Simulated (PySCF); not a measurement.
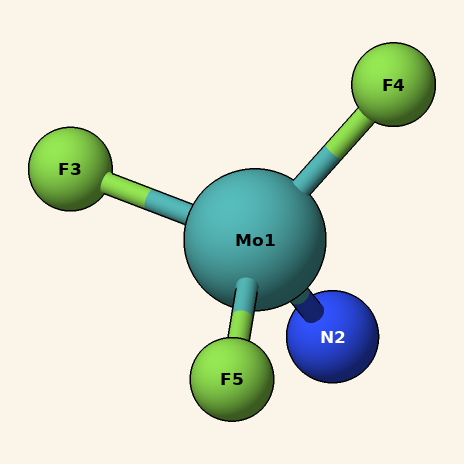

Every bond is drawn as one stick. Charge 0, singlet. Computed geometry: PBE0/def2-TZVP with core potentials optimisation. Method: PBE0/def2-TZVP, core potentials on Mo (PySCF 2.14.0).

List the Mayer bond orders of Mo1–N2, Mo1–F3 (one bond of each equivalent set).

```
  bond  Mayer order  length (Å)
Mo1–N2         2.72       1.614
Mo1–F3         0.85       1.838
```

The search tried a few shapes and spins; others may lie lower.
